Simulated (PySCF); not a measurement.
# [WO3(OH)]−: other functionals and bases at one geometry

How far do other levels of theory move the description of [WO3(OH)]−, and what does each cost? The species was built from a template and needn't be a known compound.

Computed with PySCF 2.14.0. Level: several levels, as the steps say, no spin–orbit coupling.

4 further runs of the same task are left out: 2 for a known fault of the program, 1 that didn't finish, 1 set aside as unsound or not needed.

### Step 1. The starting structure

6 atoms, charge -1, spin multiplicity 1.

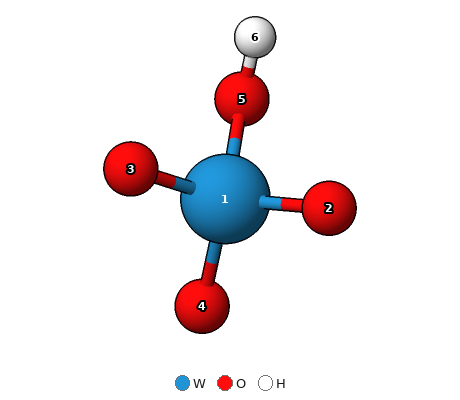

The structure; tungsten blue, oxygen red, hydrogen white; atoms are numbered from 1 in the order of the file.

As a file:

```xyz
6
charge -1, multiplicity 1
W     0.00837   -0.00837   -0.06006
O     0.94117    1.07881    0.96064
O    -1.07881   -0.94117    0.96064
O     1.07740   -1.07740   -0.95640
O    -1.04477    1.04477   -1.32856
H    -1.66242    1.66242   -0.91704
```

Formal oxidation states: W +6. An earlier session relaxed this geometry at r2SCAN, W def2-SVP with ECP60, O def2-SVP, H def2-SVP (singlet, point group Cs).

At r2SCAN on the finer grid: E = -368.526893 Eh, HOMO -1.50 eV, LUMO 3.93 eV, Mulliken charge on W1 +0.89 e, largest force component 0.032 eV/Å. 

Levels to run: B3LYP; TPSSh; PBE0; BLYP; r2SCAN, TZVP; r2SCAN, x2c-SVP. Hardware: 2 threads of Arm Neoverse V1, shared host.

### Step 2. B3LYP

run.py (the lines that set the calculation) reads:

```python
mol = gto.M(atom='''
W      0.00837    -0.00837    -0.06006
O      0.94117     1.07881     0.96064
O     -1.07881    -0.94117     0.96064
O      1.07740    -1.07740    -0.95640
O     -1.04477     1.04477    -1.32856
H     -1.66242     1.66242    -0.91704''',
    basis={'W': 'def2-SVP', 'O': 'def2-SVP', 'H': 'def2-SVP'},
    ecp={'W': 'def2-SVP'},
    charge=-1, spin=0)
mf = dft.RKS(mol, xc='B3LYP')
mf.grids.atom_grid = (75, 302)
mf = mf.density_fit()  # fitting sets: W def2-universal-JKFIT, O def2-universal-JKFIT, H def2-universal-JKFIT
mf.conv_tol = 1e-08; mf.max_cycle = 55
mf.kernel(dm0)  # dm0: the density of the relaxed state
```

The run is started by

```sh
> OMP_NUM_THREADS=2 python run.py
```

What it wrote:

```text
init E= -368.640960094178
  HOMO = -0.0885823167599772  LUMO = 0.147773886910532  gap/eV = 6.43158
cycle= 1 E= -368.639815345753  delta_E= 0.00114  |g|= 0.116  |ddm|= 0.169
  HOMO = -0.0803270566321445  LUMO = 0.142318576243377  gap/eV = 6.05850
cycle= 2 E= -368.618293597869  delta_E= 0.0215  |g|= 0.352  |ddm|= 0.327
  HOMO = -0.0897605293692754  LUMO = 0.146317943951036  gap/eV = 6.42402
cycle= 3 E= -368.642398513827  delta_E= -0.0241  |g|= 0.0224  |ddm|= 0.245
  HOMO = -0.0888283137125359  LUMO = 0.14585424286267  gap/eV = 6.38604
cycle= 4 E= -368.642497291836  delta_E= -9.88e-05  |g|= 0.00125  |ddm|= 0.0161
  HOMO = -0.0887114435529369  LUMO = 0.145874379786431  gap/eV = 6.38341
cycle= 5 E= -368.642497561699  delta_E= -2.7e-07  |g|= 0.000564  |ddm|= 0.00157
  HOMO = -0.0887924243533769  LUMO = 0.145862200019306  gap/eV = 6.38528
cycle= 6 E= -368.64249762722  delta_E= -6.55e-08  |g|= 0.000208  |ddm|= 0.000643
  HOMO = -0.0887967583229713  LUMO = 0.145863254204211  gap/eV = 6.38542
cycle= 7 E= -368.642497631298  delta_E= -4.08e-09  |g|= 0.000156  |ddm|= 0.000244
  HOMO = -0.0887957170539003  LUMO = 0.145866219782172  gap/eV = 6.38548
cycle= 8 E= -368.642497636319  delta_E= -5.02e-09  |g|= 1.13e-05  |ddm|= 0.000115
  HOMO = -0.0887966834873715  LUMO = 0.145864803527395  gap/eV = 6.38546
Extra cycle  E= -368.642497636246  delta_E= 7.28e-11  |g|= 2.41e-05  |ddm|= 2.88e-05
converged SCF energy = -368.642497636246
```

Wall time 4.5 s (2 threads of Arm Neoverse V1, shared host).

Result: E = -368.642498 Eh, HOMO -2.42 eV, LUMO 3.97 eV, Mulliken charge on W1 +0.85 e, largest force component 0.165 eV/Å. 

### Step 3. TPSSh

run.py (the lines that set the calculation): that of step 2 with these lines changed.

```diff
@@ -10,3 +10,3 @@
     charge=-1, spin=0)
-mf = dft.RKS(mol, xc='B3LYP')
+mf = dft.RKS(mol, xc='TPSSH')
 mf.grids.atom_grid = (75, 302)
```

The run is started by

```sh
> OMP_NUM_THREADS=2 python run.py
```

What it wrote:

```text
init E= -368.612347150322
  HOMO = -0.0667183860689912  LUMO = 0.148822521039243  gap/eV = 5.86517
cycle= 1 E= -368.612653293721  delta_E= -0.000306  |g|= 0.045  |ddm|= 0.114
  HOMO = -0.0653022631364733  LUMO = 0.145423287347319  gap/eV = 5.73413
cycle= 2 E= -368.608687186002  delta_E= 0.00397  |g|= 0.147  |ddm|= 0.139
  HOMO = -0.0685602994848227  LUMO = 0.147767087624509  gap/eV = 5.88657
cycle= 3 E= -368.613059543089  delta_E= -0.00437  |g|= 0.009  |ddm|= 0.104
  HOMO = -0.0675528211609449  LUMO = 0.147817232928086  gap/eV = 5.86052
cycle= 4 E= -368.613075955516  delta_E= -1.64e-05  |g|= 0.00266  |ddm|= 0.00901
  HOMO = -0.0674666993645879  LUMO = 0.147908496089358  gap/eV = 5.86066
cycle= 5 E= -368.6130772878  delta_E= -1.33e-06  |g|= 0.000418  |ddm|= 0.00213
  HOMO = -0.0674985404569828  LUMO = 0.147883994588337  gap/eV = 5.86086
cycle= 6 E= -368.613077322349  delta_E= -3.45e-08  |g|= 0.000142  |ddm|= 0.000411
  HOMO = -0.0675009799331092  LUMO = 0.147883429693998  gap/eV = 5.86091
cycle= 7 E= -368.613077324517  delta_E= -2.17e-09  |g|= 9.79e-05  |ddm|= 0.000164
  HOMO = -0.0675041106034766  LUMO = 0.147885722859523  gap/eV = 5.86106
Extra cycle  E= -368.613077301264  delta_E= 2.33e-08  |g|= 0.000348  |ddm|= 0.000312
converged SCF energy = -368.613077301264
```

Wall time 6.1 s (2 threads of Arm Neoverse V1, shared host).

Result: E = -368.613077 Eh, HOMO -1.84 eV, LUMO 4.02 eV, Mulliken charge on W1 +0.89 e, largest force component 0.117 eV/Å. 

### Step 4. PBE0

run.py (the lines that set the calculation): that of step 3 with these lines changed.

```diff
@@ -10,3 +10,3 @@
     charge=-1, spin=0)
-mf = dft.RKS(mol, xc='TPSSH')
+mf = dft.RKS(mol, xc='PBE0')
 mf.grids.atom_grid = (75, 302)
```

The run is started by

```sh
> OMP_NUM_THREADS=2 python run.py
```

What it wrote:

```text
init E= -368.284055969104
  HOMO = -0.0980433301319714  LUMO = 0.159268399414378  gap/eV = 7.00181
cycle= 1 E= -368.284962501269  delta_E= -0.000907  |g|= 0.0611  |ddm|= 0.133
  HOMO = -0.100634253525457  LUMO = 0.15429282656546  gap/eV = 6.93692
cycle= 2 E= -368.280861621669  delta_E= 0.0041  |g|= 0.155  |ddm|= 0.175
  HOMO = -0.103423966698985  LUMO = 0.157294502062593  gap/eV = 7.09451
cycle= 3 E= -368.285703696104  delta_E= -0.00484  |g|= 0.0177  |ddm|= 0.119
  HOMO = -0.100820251030598  LUMO = 0.157604179715655  gap/eV = 7.03209
cycle= 4 E= -368.285762492118  delta_E= -5.88e-05  |g|= 0.00375  |ddm|= 0.0159
  HOMO = -0.100869355313282  LUMO = 0.157714544482711  gap/eV = 7.03643
cycle= 5 E= -368.285764928688  delta_E= -2.44e-06  |g|= 0.00121  |ddm|= 0.00291
  HOMO = -0.100916867645805  LUMO = 0.15768155986992  gap/eV = 7.03682
cycle= 6 E= -368.285765229635  delta_E= -3.01e-07  |g|= 0.000146  |ddm|= 0.00104
  HOMO = -0.100918640797742  LUMO = 0.157676279616144  gap/eV = 7.03673
cycle= 7 E= -368.285765230136  delta_E= -5.01e-10  |g|= 0.000144  |ddm|= 0.000201
  HOMO = -0.100918378356557  LUMO = 0.157676872563041  gap/eV = 7.03674
cycle= 8 E= -368.285765234273  delta_E= -4.14e-09  |g|= 2.7e-05  |ddm|= 0.000115
  HOMO = -0.100920653494205  LUMO = 0.157677660614012  gap/eV = 7.03682
Extra cycle  E= -368.285765233461  delta_E= 8.13e-10  |g|= 6.94e-05  |ddm|= 6.78e-05
converged SCF energy = -368.285765233461
```

Run time: 4.1 s. Hardware: 2 threads of Arm Neoverse V1, shared host.

It gives: E = -368.285765 Eh, HOMO -2.75 eV, LUMO 4.29 eV, Mulliken charge on W1 +0.91 e, largest force component 0.392 eV/Å. 

### Step 5. BLYP

run.py (the lines that set the calculation): that of step 4 with these lines changed.

```diff
@@ -10,3 +10,3 @@
     charge=-1, spin=0)
-mf = dft.RKS(mol, xc='PBE0')
+mf = dft.RKS(mol, xc='BLYP')
 mf.grids.atom_grid = (75, 302)
```

The run is started by

```sh
> OMP_NUM_THREADS=2 python run.py
```

What it wrote:

```text
init E= -368.596369387579
  HOMO = -0.0317564499159645  LUMO = 0.130737518292018  gap/eV = 4.42169
cycle= 1 E= -368.600055246111  delta_E= -0.00369  |g|= 0.0615  |ddm|= 0.328
  HOMO = -0.0342226026282369  LUMO = 0.134073263371366  gap/eV = 4.57956
cycle= 2 E= -368.5912555295  delta_E= 0.0088  |g|= 0.213  |ddm|= 0.215
  HOMO = -0.0306222193121074  LUMO = 0.131065114714932  gap/eV = 4.39974
cycle= 3 E= -368.600801001559  delta_E= -0.00955  |g|= 0.0265  |ddm|= 0.159
  HOMO = -0.0340402053432121  LUMO = 0.1303821514492  gap/eV = 4.47416
cycle= 4 E= -368.600938232419  delta_E= -0.000137  |g|= 0.00512  |ddm|= 0.0281
  HOMO = -0.0337206494590913  LUMO = 0.13026304611169  gap/eV = 4.46222
cycle= 5 E= -368.600943044136  delta_E= -4.81e-06  |g|= 0.00247  |ddm|= 0.00536
  HOMO = -0.0335597856280189  LUMO = 0.130322946249646  gap/eV = 4.45948
cycle= 6 E= -368.600944194701  delta_E= -1.15e-06  |g|= 0.000297  |ddm|= 0.00178
  HOMO = -0.0335534842113918  LUMO = 0.130347996237529  gap/eV = 4.45999
cycle= 7 E= -368.6009442109  delta_E= -1.62e-08  |g|= 0.00016  |ddm|= 0.000309
  HOMO = -0.0335523763987192  LUMO = 0.130350142702627  gap/eV = 4.46001
cycle= 8 E= -368.600944214844  delta_E= -3.94e-09  |g|= 8.26e-05  |ddm|= 0.000158
  HOMO = -0.0335553481156305  LUMO = 0.130353089233347  gap/eV = 4.46018
Extra cycle  E= -368.600944189659  delta_E= 2.52e-08  |g|= 0.000359  |ddm|= 0.000309
converged SCF energy = -368.600944189659
```

Wall time 4.7 s (2 threads of Arm Neoverse V1, shared host).

It gives: E = -368.600944 Eh, HOMO -0.91 eV, LUMO 3.55 eV, Mulliken charge on W1 +0.64 e, largest force component 0.633 eV/Å. 

### Step 6. r2SCAN, TZVP

Basis: W def2-TZVP with ECP60, O def2-TZVP, H def2-TZVP. 

run.py (the lines that set the calculation) reads:

```python
mol = gto.M(atom='''
W      0.00837    -0.00837    -0.06006
O      0.94117     1.07881     0.96064
O     -1.07881    -0.94117     0.96064
O      1.07740    -1.07740    -0.95640
O     -1.04477     1.04477    -1.32856
H     -1.66242     1.66242    -0.91704''',
    basis={'W': 'def2-TZVP', 'O': 'def2-TZVP', 'H': 'def2-TZVP'},
    ecp={'W': 'def2-TZVP'},
    charge=-1, spin=0)
mf = dft.RKS(mol, xc='R2SCAN')
mf.grids.atom_grid = (75, 302)
mf = mf.density_fit()  # fitting sets: W def2-universal-JKFIT, O def2-universal-JKFIT, H def2-universal-JKFIT
mf.conv_tol = 1e-08; mf.max_cycle = 55
mf.kernel(dm0)  # dm0: free metal ions and neutral atoms
```

The run is started by

```sh
> OMP_NUM_THREADS=2 python run.py
```

What it wrote:

```text
init E= -382.180262503888
  HOMO = 0.0594546174528997  LUMO = 0.182999130755153  gap/eV = 3.36182
cycle= 1 E= -367.810096080988  delta_E= 14.4  |g|= 2.79  |ddm|= 2.89
  HOMO = -0.310028140162866  LUMO = 0.0268027491350225  gap/eV = 9.16564
cycle= 2 E= -364.91957438561  delta_E= 2.89  |g|= 4.76  |ddm|= 3.16
  HOMO = -0.0382659205554891  LUMO = 0.0956922430178747  gap/eV = 3.64519
cycle= 3 E= -368.593218676085  delta_E= -3.67  |g|= 1.32  |ddm|= 2.58
  HOMO = -0.0671953471618472  LUMO = 0.151763543809364  gap/eV = 5.95817
cycle= 4 E= -368.852037025646  delta_E= -0.259  |g|= 0.631  |ddm|= 0.965
  HOMO = -0.0552415716333711  LUMO = 0.14208517588783  gap/eV = 5.36953
cycle= 5 E= -368.923815399437  delta_E= -0.0718  |g|= 0.155  |ddm|= 0.363
  HOMO = -0.0651101267116343  LUMO = 0.130429026117208  gap/eV = 5.32089
cycle= 6 E= -368.926814297773  delta_E= -0.003  |g|= 0.0811  |ddm|= 0.126
  HOMO = -0.0631644409618748  LUMO = 0.133839865088468  gap/eV = 5.36076
cycle= 7 E= -368.927552028465  delta_E= -0.000738  |g|= 0.0567  |ddm|= 0.0622
  HOMO = -0.0618795876839126  LUMO = 0.135347760002999  gap/eV = 5.36683
cycle= 8 E= -368.928183802046  delta_E= -0.000632  |g|= 0.00919  |ddm|= 0.0324
  HOMO = -0.0626554732954093  LUMO = 0.134958002724115  gap/eV = 5.37734
cycle= 9 E= -368.928202367403  delta_E= -1.86e-05  |g|= 0.00148  |ddm|= 0.00638
  HOMO = -0.0627034500408579  LUMO = 0.134993437694981  gap/eV = 5.37961
cycle= 10 E= -368.928202802052  delta_E= -4.35e-07  |g|= 0.000238  |ddm|= 0.000964
  HOMO = -0.0627177380440412  LUMO = 0.134989116664856  gap/eV = 5.37988
cycle= 11 E= -368.928202811328  delta_E= -9.28e-09  |g|= 6.3e-05  |ddm|= 0.000175
  HOMO = -0.0627079992092915  LUMO = 0.134985680826537  gap/eV = 5.37952
Extra cycle  E= -368.92820280536  delta_E= 5.97e-09  |g|= 0.000188  |ddm|= 0.000131
converged SCF energy = -368.92820280536
```

Run time: 18 s. Hardware: 2 threads of Arm Neoverse V1, shared host.

Result: E = -368.928203 Eh, HOMO -1.71 eV, LUMO 3.67 eV, Mulliken charge on W1 +1.40 e, largest force component 0.166 eV/Å. 

### Step 7. r2SCAN, x2c-SVP

Basis: W x2c-SVPall, O x2c-SVPall, H x2c-SVPall. All electrons are treated, with the spin-free X2C Hamiltonian.

run.py (the lines that set the calculation) reads:

```python
mol = gto.M(atom='''
W      0.00837    -0.00837    -0.06006
O      0.94117     1.07881     0.96064
O     -1.07881    -0.94117     0.96064
O      1.07740    -1.07740    -0.95640
O     -1.04477     1.04477    -1.32856
H     -1.66242     1.66242    -0.91704''',
    basis={'W': 'x2c-SVPall', 'O': 'x2c-SVPall', 'H': 'x2c-SVPall'},
    nucmod='G',
    charge=-1, spin=0)
mf = dft.RKS(mol, xc='R2SCAN')
mf.grids.atom_grid = (99, 590)
mf = mf.density_fit()  # fitting sets: W AutoAux, O AutoAux, H AutoAux
mf = mf.sfx2c1e()
mf.conv_tol = 1e-08; mf.max_cycle = 55
mf.kernel(dm0)  # dm0: free metal ions and neutral atoms
```

The run is started by

```sh
> OMP_NUM_THREADS=2 python run.py
```

What it wrote:

```text
init E= -16458.6862034626
  HOMO = 0.0730780997933689  LUMO = 0.192361547677711  gap/eV = 3.24587
cycle= 1 E= -16443.4690271386  delta_E= 15.2  |g|= 2.48  |ddm|= 4.33
  HOMO = -0.308782610268516  LUMO = 0.0398623523116708  gap/eV = 9.48711
cycle= 2 E= -16440.602643323  delta_E= 2.87  |g|= 4.31  |ddm|=  4.6
  HOMO = -0.0380574492866224  LUMO = 0.0994027773254946  gap/eV = 3.74048
cycle= 3 E= -16444.3246307191  delta_E= -3.72  |g|= 1.24  |ddm|= 3.44
  HOMO = -0.0630023571617912  LUMO = 0.135646780746281  gap/eV = 5.40552
cycle= 4 E= -16444.5961057082  delta_E= -0.271  |g|= 0.318  |ddm|= 0.96
  HOMO = -0.0542948521398916  LUMO = 0.133961307198037  gap/eV = 5.12271
cycle= 5 E= -16444.611383542  delta_E= -0.0153  |g|= 0.149  |ddm|= 0.284
  HOMO = -0.0608045334662197  LUMO = 0.12605039179007  gap/eV = 5.08458
cycle= 6 E= -16444.6122315098  delta_E= -0.000848  |g|= 0.124  |ddm|= 0.156
  HOMO = -0.0625730582784545  LUMO = 0.127542158805905  gap/eV = 5.17330
cycle= 7 E= -16444.6153952756  delta_E= -0.00316  |g|= 0.0237  |ddm|= 0.0924
  HOMO = -0.0609562326394197  LUMO = 0.129690993701511  gap/eV = 5.18778
cycle= 8 E= -16444.6155120118  delta_E= -0.000117  |g|= 0.00378  |ddm|= 0.021
  HOMO = -0.0613923538235213  LUMO = 0.129191133161247  gap/eV = 5.18604
cycle= 9 E= -16444.6155150633  delta_E= -3.05e-06  |g|= 0.0011  |ddm|= 0.00355
  HOMO = -0.0614073938495689  LUMO = 0.129207075963547  gap/eV = 5.18688
cycle= 10 E= -16444.6155152736  delta_E= -2.1e-07  |g|= 0.000237  |ddm|= 0.000661
  HOMO = -0.0614205613560888  LUMO = 0.129207380993071  gap/eV = 5.18725
cycle= 11 E= -16444.6155152856  delta_E= -1.2e-08  |g|= 2.06e-05  |ddm|= 0.000201
  HOMO = -0.0614196247511227  LUMO = 0.12920821632485  gap/eV = 5.18725
cycle= 12 E= -16444.6155152857  delta_E= -1.16e-10  |g|= 5.01e-06  |ddm|= 1.98e-05
  HOMO = -0.0614193993628245  LUMO = 0.129208959246392  gap/eV = 5.18726
Extra cycle  E= -16444.6155152857  delta_E= 1.46e-11  |g|= 1.09e-05  |ddm|= 1.13e-05
converged SCF energy = -16444.6155152857
```

Wall time 36 s (2 threads of Arm Neoverse V1, shared host).

Read off: E = -16444.615515 Eh, HOMO -1.67 eV, LUMO 3.52 eV, Mulliken charge on W1 +0.78 e, largest force component 0.661 eV/Å. 

### Step 8. Results

| level | state | HOMO (eV) | gap (eV) | charge on W1 (e) | dipole (D) | largest force (eV/Å) | basis functions | time |
| --- | --- | --- | --- | --- | --- | --- | --- | --- |
| r2SCAN (relaxed here) | singlet | -1.50 | 5.43 | 0.89 | 3.28 | 0.03 | 93 | 22 s |
| B3LYP | singlet | -2.42 | 6.39 | 0.85 | 3.28 | 0.17 | 93 | 4.5 s |
| TPSSh | singlet | -1.84 | 5.86 | 0.89 | 3.27 | 0.12 | 93 | 6.1 s |
| PBE0 | singlet | -2.75 | 7.04 | 0.91 | 3.32 | 0.39 | 93 | 4.1 s |
| BLYP | singlet | -0.91 | 4.46 | 0.64 | 3.17 | 0.63 | 93 | 4.7 s |
| r2SCAN, TZVP | singlet | -1.71 | 5.38 | 1.40 | 3.24 | 0.17 | 170 | 18 s |
| r2SCAN, x2c-SVP | singlet | -1.67 | 5.19 | 0.78 | 3.18 | 0.66 | 127 | 36 s |

Times are on 2 threads of Arm Neoverse V1, shared host; the first row also made further properties. The dipole of a charged species depends on the origin, so these sizes hold for this origin alone.

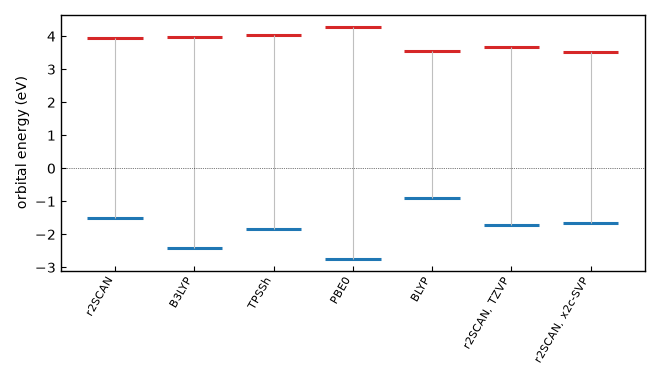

Highest filled and lowest empty level, method by method.

In one basis the HOMO–LUMO gap runs from 4.46 eV (BLYP) to 7.04 eV (PBE0). The largest leftover force, 0.66 eV/Å with r2SCAN, x2c-SVP, stands at a geometry relaxed at another level. The Mulliken charge on W spans +0.64 to +1.40 e over the levels. Total energies of different levels can't be compared. Spin–orbit coupling is left out throughout.
